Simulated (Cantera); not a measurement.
Feed: 1 mol Al, a varied amount of HCl, at 748.15 K and 1.33 mbar.

Cantera equilibrium calculation (NASA polynomials, part measured and part estimated; ideal gas, pure solids and liquids). Candidate condensed phases: Al, AlCl3; 12 gas species. The tables' values for AlCl2 are old estimates; treat these amounts as uncertain. Equilibrium is a limit: real reactors are often held back by kinetics, nucleation or transport.

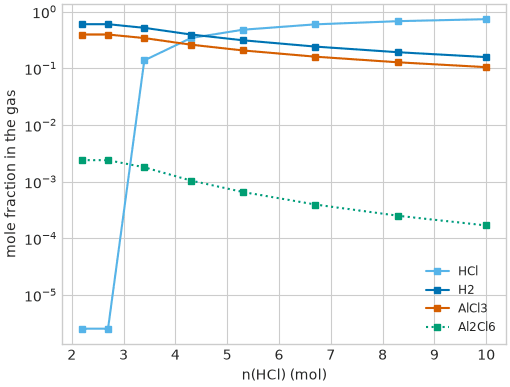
Figure: Equilibrium gas composition (values under 1e-9 drawn at 1e-9)

### Question
Read off the mole fractions at 2.7 mol HCl.

### Answer
H2 about 0.60, AlCl3 about 0.40, Al2Cl6 about 0.0024, HCl about 2.6e-6.
